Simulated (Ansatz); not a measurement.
Input file:

```
crystal:
  periodic: [false, false, false]
  atoms:
    - {symbol: F, position_ang: [2.284206, 0.225241, -1.014752]}
    - {symbol: "N", position_ang: [0.324866, -0.854822, 0.564441]}
    - {symbol: "N", position_ang: [-0.519759, 0.296260, -1.872144]}
    - {symbol: Si, position_ang: [0.748542, -0.080007, -0.824776]}
    - {symbol: H, position_ang: [0.984981, -1.146443, 1.288595]}
    - {symbol: H, position_ang: [-0.384191, 0.767562, -2.779027]}
    - {symbol: H, position_ang: [-0.648715, -1.088633, 0.773625]}
basis:
  gaussian: {orbitals: def2-TZVPD}
total_charge: 1
magnetization: {spin_polarized: true, initial_magnetization: 1}
hamiltonian: {xc: {name: PBE0}}
output: {forces: true, orbitals: {seedname: orbitals}}
```

Launched as:

```sh
ansatz run input.yaml --threads 1 --pin off --max-ram 2610MiB --events-out events.jsonl --progress --plain --runs-dir runs
```

Geometry: B3LYP-D3(BJ)/def2-SVP.

Computed with Ansatz, isolated molecule in a Gaussian basis; Kohn-Sham density functional theory, functional PBE0.

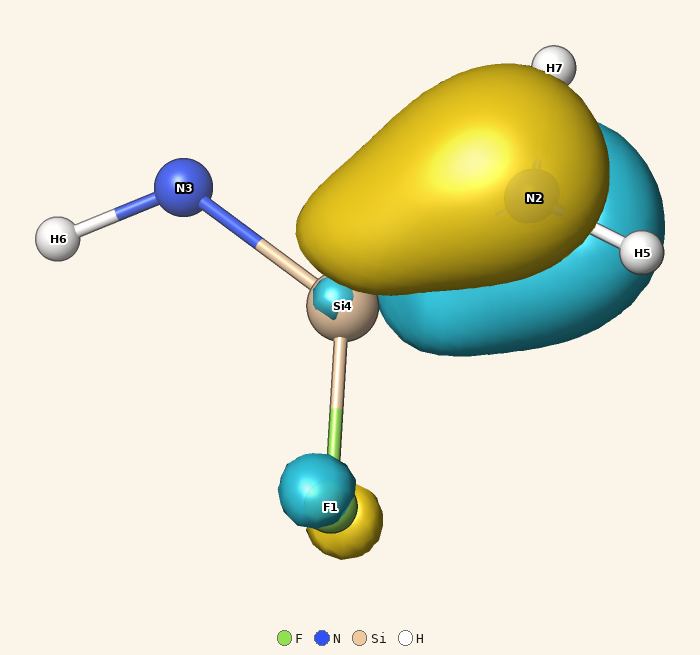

FH3N2Si (SMILES [NH][Si](=[NH2+])F) (charge +1, doublet). The HOMO−1 (β) at ±0.2 Å⁻³ᐟ² (yellow and cyan are the two phases), seen at a tilt.

### Describe this orbital and give its energy.

Its weight (Hirshfeld) is mainly on N2 (about 60 %) and Si4 (about 25 %); it changes sign across the molecular plane (π type); π-bonding across N2–Si4. Its energy is −15.24 eV.
